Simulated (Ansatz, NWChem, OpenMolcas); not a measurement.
## A family of molecules: the HOMO–LUMO gap

Gas-phase molecules, one atom swapped for its congeners: F2; ClF (chlorine monofluoride); BrF (bromine fluoride); IF. All are singlets with charge 0.

Shapes, held fixed at every level: PBE0-D4/def2-TZVP; IF at the measured bond length. Programs: Ansatz 0.2.0, NWChem 7.3.0, OpenMolcas 26.06. A level may come from different programs for different species; with the same settings they agree closely. Values in eV.

```csv
level,F2,ClF,BrF,IF
HF/STO-3G,23.01,18.45,16.55,14.56
HF/3-21G,21.60,15.91,14.00,11.91
HF/def2-SVP,21.48,15.71,13.53,11.40
PBE0/def2-SVP,8.45,6.68,5.62,4.65
```

At PBE0/def2-SVP the HOMO–LUMO gap falls at every step, from 8.45 to 4.65 eV. Every level shows the same order. For atoms past krypton def2 sets carry core potentials with scalar relativity. All-electron rows are non-relativistic unless named. Relativity is left out for Br. Orbital gaps aren't excitation energies, and the LUMO depends on the basis.

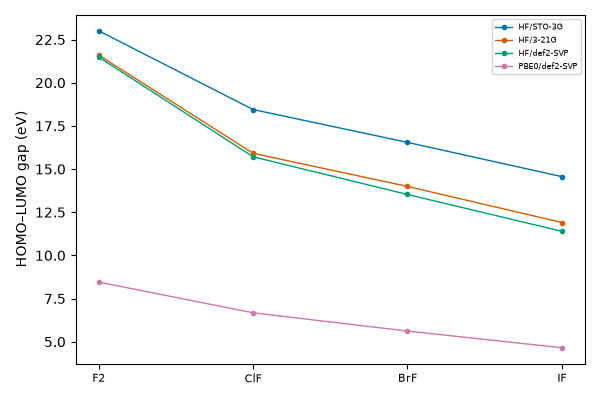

The trend along the series, level by level.
